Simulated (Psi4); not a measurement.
**CH7FSi2 (SMILES F[SiH2]C[SiH3]): B3LYP-D3(BJ)/def2-TZVP (density fitting)**

Wanted: a geometry optimisation of CH7FSi2. 

The results are computed with Psi4 1.11.

**1. The molecule**

CH7FSi2: 11 atoms, total charge 0, spin state singlet. As SMILES, `F[SiH2]C[SiH3]`. The coordinates come from a PBE0-D4/def2-TZVP relaxation. This is one conformer, not always the lowest. The run starts from this shape.

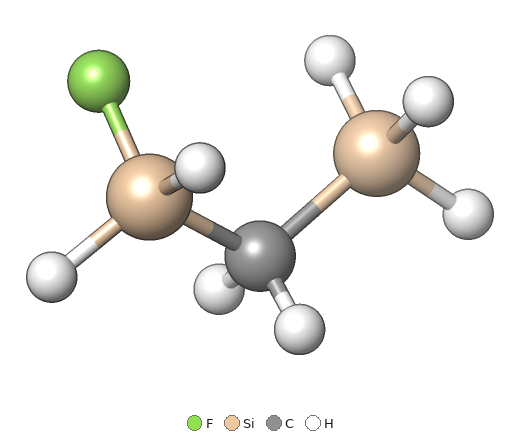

The structure, seen from a chosen angle (fluorine green, silicon light orange, carbon grey, hydrogen white).

**2. A structure relaxation at B3LYP-D3(BJ)/def2-TZVP (density fitting)**

ch7fsi2.inp

```
memory 1.6 GB

molecule system {
  F     -1.629100     1.667400     0.202000
  Si    -0.069200     1.498400     0.534400
  C      0.349200    -0.305900     0.605500
  Si    -0.157200    -1.306900    -0.899700
  H      0.694000     2.172900    -0.545000
  H      0.175700     2.177500     1.831400
  H      1.437100    -0.385200     0.722600
  H     -0.101300    -0.751100     1.498900
  H     -1.636400    -1.388400    -0.995700
  H      0.369900    -0.665700    -2.134100
  H      0.392600    -2.686000    -0.812200
  units angstrom
}

set basis def2-TZVP
set geom_maxiter 60

E = opt('b3lyp-d3(bj)')
print_variables()
```

Launch:

```bash
$ psi4 ch7fsi2.inp ch7fsi2.out -n 1
```

ch7fsi2.out:

```text
[...]
  Running in c1 symmetry.
[...]
  Nuclear repulsion =  223.324481276510198
[...]
  Multiplicity = 1
[...]
  Nalpha       = 25
  Nbeta        = 25
[...]
    Number of basis functions: 178
[...]
   @DF-RKS iter   1:  -721.00148487245917   -2.62779e-01   5.13919e-03 DIIS/ADIIS
[...]
   @DF-RKS iter   7:  -721.35743620832864   -1.18234e-11   5.49316e-09 DIIS
[...]
    Orbital Energies [Eh]
    ---------------------
    Doubly Occupied:
       1A    -66.143230     2A    -66.109697     3A    -24.669447
       4A    -10.169309     5A     -5.301939     6A     -5.273171
       7A     -3.662072     8A     -3.658979     9A     -3.658728
      10A     -3.630884    11A     -3.630799    12A     -3.630743
      13A     -1.183663    14A     -0.720368    15A     -0.553171
      16A     -0.527910    17A     -0.460795    18A     -0.450072
      19A     -0.442152    20A     -0.427544    21A     -0.376701
      22A     -0.350448    23A     -0.346229    24A     -0.333826
      25A     -0.319605
[...]
  @DF-RKS Final Energy:  -721.35743620832864
   => Energetics <=
    Nuclear Repulsion Energy =            222.7331364361798478
    One-Electron Energy =               -1441.2410489666544890
    Two-Electron Energy =                 545.9633747312417427
    DFT Exchange-Correlation Energy =     -48.7975447008663110
    Empirical Dispersion Energy =          -0.0153537082294243
    VV10 Nonlocal Energy =                  0.0000000000000000
    Total Energy =                       -721.3574362083286360
[...]
 Multipole Moments:
 ------------------------------------------------------------------------------------
     Multipole            Electronic (a.u.)      Nuclear  (a.u.)        Total (a.u.)
 ------------------------------------------------------------------------------------
 L = 1.  Multiply by 2.5417464519 to convert [e a0] to [Debye]
 Dipole X            :         -4.0674173            4.6691830            0.6017657
 Dipole Y            :          4.7280547           -4.9870821           -0.2590274
 Dipole Z            :          0.8915695           -0.5582959            0.3332736
 Magnitude           :                                                    0.7350431
[...]
  -Total Gradient:
     Atom            X                  Y                   Z
    ------   -----------------  -----------------  -----------------
       1       -0.000135076663    -0.000056388044     0.000009007396
       2        0.000078307030     0.000014469319     0.000020005236
       3        0.000027978695    -0.000062276843     0.000034426356
       4        0.000007815592    -0.000038800515    -0.000045965597
       5       -0.000048862194    -0.000007921663    -0.000008522992
       6       -0.000003488052    -0.000026824495     0.000015795298
       7        0.000004836237     0.000000634639     0.000006219562
       8        0.000008791058    -0.000013187338     0.000002559714
       9       -0.000006805790    -0.000043838406     0.000019876312
      10       -0.000003085695     0.000012329335    -0.000002111273
      11        0.000028241614    -0.000018932733    -0.000004578360
[...]
    Final optimized geometry and variables:
    Molecular point group: c1
    Full point group: C1
    Geometry (in Angstrom), charge = 0, multiplicity = 1:
    F           -1.285657247016     1.347600464161     0.179559396636
    SI           0.273932331602     1.163711702011     0.536697092137
    C            0.681460434281    -0.647853367476     0.602687156293
    SI           0.174389632484    -1.658581339456    -0.902500909923
    H            1.052922201352     1.836994666347    -0.524842193240
    H            0.501264773854     1.830072570889     1.837674035933
    H            1.767736327041    -0.731104773574     0.723084272943
    H            0.230585092129    -1.091472484745     1.495236995928
    H           -1.299373949889    -1.766906224071    -0.977510232007
    H            0.672817904404    -1.007466743210    -2.137563556905
    H            0.750517995595    -3.022276257825    -0.822420835405
[...]
```

The script printed:

```text
Optimizer: Optimization complete!
```

Run time: 48 s. Hardware: 1 thread of Intel Xeon 6975P-C (Granite Rapids), shared host; peak memory 1.5 GiB.

Steps, from the record of the run:

| step | energy from the first frame kept (eV) | largest force (eV/Å) |
| --- | --- | --- |
| 0 | 0.0000 | 0.2946 |
| 1 | -0.0022 | 0.0836 |
| 2 | -0.0023 | 0.0257 |
| 3 | -0.0023 | 0.0075 |

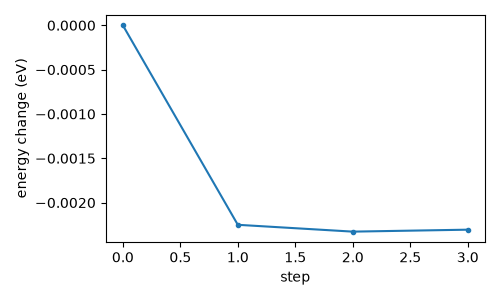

Energy along the run.

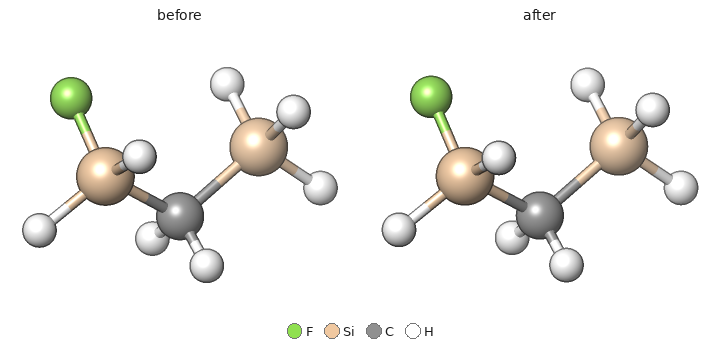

Before and after, at one scale.

After the run. Bond lengths: F1–Si2 1.610 Å, Si2–C3 1.858 Å, C3–Si4 1.883 Å, Si2–H5 1.479 Å, Si2–H6 1.479 Å, C3–H7 1.096 Å, C3–H8 1.094 Å, Si4–H9 1.480 Å, Si4–H10 1.482 Å, Si4–H11 1.483 Å. Some angles: F1–Si2–C3 109.4°, Si2–C3–Si4 115.8°, F1–Si2–H5 107.4°, F1–Si2–H6 107.0°, C3–Si2–H5 110.7°, C3–Si2–H6 112.0°, Si2–C3–H7 107.2°, Si2–C3–H8 109.5°, Si4–C3–H7 108.3°, Si4–C3–H8 108.9°.

**3. Results**

Level: B3LYP-D3(BJ)/def2-TZVP (density fitting).

| quantity | value |
| --- | --- |
| total energy at the end | -721.35744 Eh |
| dipole moment | 1.87 D |
| HOMO energy | -8.70 eV |
| LUMO energy | -0.02 eV |
| HOMO–LUMO gap | 8.68 eV |
| dispersion energy | -40.31 kJ/mol |

In words: At the final geometry: Bond lengths: F1–Si2 1.610 Å, Si2–C3 1.858 Å, C3–Si4 1.883 Å, Si2–H5 1.479 Å, Si2–H6 1.479 Å, C3–H7 1.096 Å, C3–H8 1.094 Å, Si4–H9 1.480 Å, Si4–H10 1.482 Å, Si4–H11 1.483 Å. Some angles: F1–Si2–C3 109.4°, Si2–C3–Si4 115.8°, F1–Si2–H5 107.4°, F1–Si2–H6 107.0°, C3–Si2–H5 110.7°, C3–Si2–H6 112.0°, Si2–C3–H7 107.2°, Si2–C3–H8 109.5°, Si4–C3–H7 108.3°, Si4–C3–H8 108.9°. The optimisation took 4 steps and changed the energy by -0.002 eV.
